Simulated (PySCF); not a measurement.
**C$_{3}$H$_{13}$ClSi$_{4}$: density, localisation and related maps**

The calculation's input:

```
{"job": {"kind": "nmr", "xc": "PBE0", "basis": "pcSseg-1"}, "charge": 0, "multiplicity": 1}
C      2.604206    -1.319539     0.163877
C      2.643457    -0.034837    -0.142602
C      1.892874     0.586179    -1.266053
Si     0.323890     1.491312    -0.627376
Cl     0.954136     3.063910     0.508371
Si    -1.031674     0.064840     0.629466
Si    -1.502321    -1.893156    -0.544142
Si    -2.912040     1.145559     1.487421
H      3.148568    -1.725490     0.998993
H      2.034036    -2.022035    -0.422751
H      3.224478     0.649460     0.462077
H      2.538288     1.290922    -1.793305
H      1.586224    -0.181281    -1.977200
H     -0.295888     2.115297    -1.805017
H     -0.215717    -0.333923     1.801725
H     -2.822864    -2.423114    -0.198322
H     -0.557605    -2.986520    -0.311018
H     -1.510648    -1.665212    -1.993375
H     -3.656547     1.817215     0.417811
H     -2.607594     2.167028     2.490506
H     -3.846178     0.210328     2.120444
```

Command:

```sh
OMP_NUM_THREADS=1 python probes_run.py task.json out
```

Geometry: GFN2-xTB.

Method: PBE0/pcSseg-1, SCF density, gas phase, non-relativistic in PySCF.

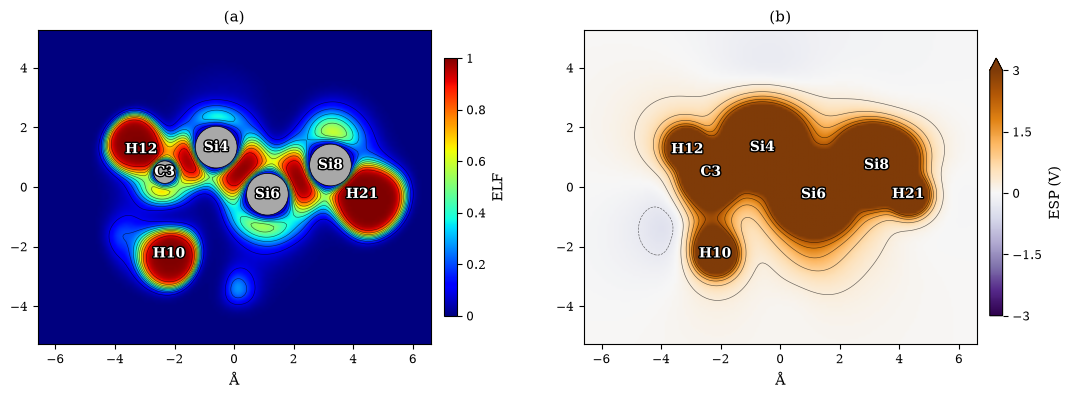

Figure 1. (a) electron localisation function; (b) electrostatic potential on the plane of atoms C3, Si4 and Si6. Grey discs cover the atomic cores in the ELF map.

What do the fields say about this system?

- The section cuts through C, Si and H sites.
- C–Si (1.92 Å): the ELF peaks at about 0.95 between the atoms, as expected for localised, covalent bonding.
- Si–Si (2.33 Å): the ELF peaks at about 1 between the atoms; localised, covalent bonding.
- C–H (1.09 Å): the ELF climbs to about 1 towards the hydrogen, as it does in any bond to H: an ordinary covalent bond to hydrogen.
- Si–H (1.47 Å): the ELF climbs to about 1 towards the hydrogen.
- Outside the dense part of the molecule the potential is most negative (−0.4 V) near C1, which lies off the plane.

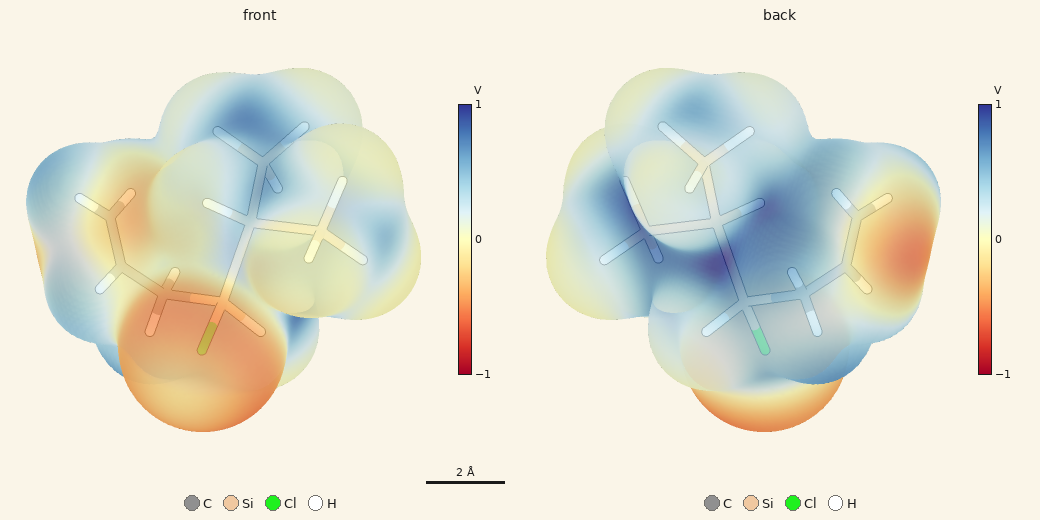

Figure 2. The molecular electrostatic potential painted on the density surface at 0.001 e/bohr³, seen from the front and from behind; the colour scale runs from red (negative) to blue (positive).

Where is the surface potential most negative and most positive?

The most negative region (about −0.5 V, or −12 kcal/mol for a unit charge) lies over C1, C2 and Cl5, the most positive (about +0.9 V, or +21 kcal/mol for a unit charge) over Si4, Si7 and H13.

How polar is the molecule by this calculation?

Its dipole moment is 1.40 D.
